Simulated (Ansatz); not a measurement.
System: C₂H₈OSi₂ (SMILES [SiH3]C1([SiH3])CO1).

```xyz
13

C     0.8796   -0.3228    0.1590
C     1.8898    0.3511   -0.7018
O     0.5214    0.5650   -0.9547
Si    0.4553   -2.1361   -0.2168
Si    0.4796    0.4589    1.8436
H     0.9175   -2.4638   -1.5956
H    -1.0186   -2.3352   -0.1204
H     1.1255   -3.0393    0.7657
H     0.9599    1.8701    1.8468
H    -0.9930    0.4290    2.0718
H     1.1493   -0.3022    2.9402
H     2.4312   -0.2323   -1.4599
H     2.4450    1.2154   -0.3103
```

Geometry: B3LYP/def2-SVP.

Level of theory: isolated molecule in a Gaussian basis; Kohn-Sham density functional theory, functional PBE0 (Ansatz).

Predict the electron density and electron localisation function between the atoms.

C–C (1.49 Å): ρ is about 1.6 e/Å³ halfway; the ELF peaks at about 0.85 between the atoms (a covalent bond).
C–Si (1.90 Å): ρ at the midpoint is about 0.93 e/Å³; the ELF peaks at about 0.95 between the atoms (a shared electron pair).
C–H (1.10 Å): ρ is about 2 e/Å³ halfway; the ELF climbs to about 1 towards the hydrogen, as it does in any bond to H: a covalent bond by its length.

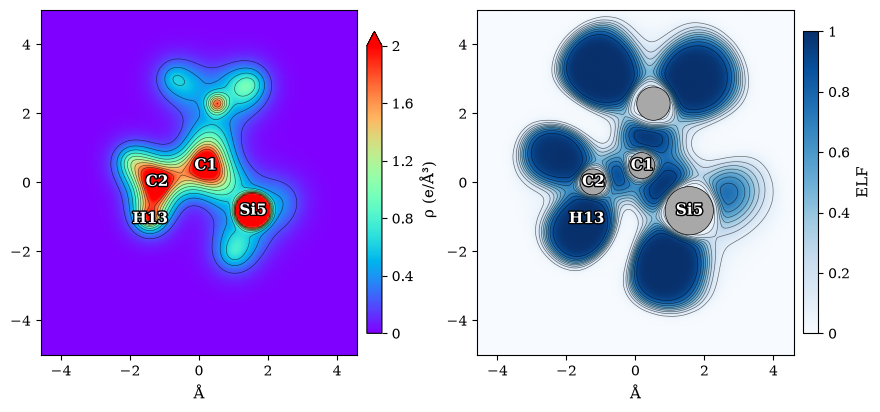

Computed electron density and electron localisation function on the plane of atoms C2, C1 and Si5, in this order. Grey discs cover the atomic cores in the ELF map. 
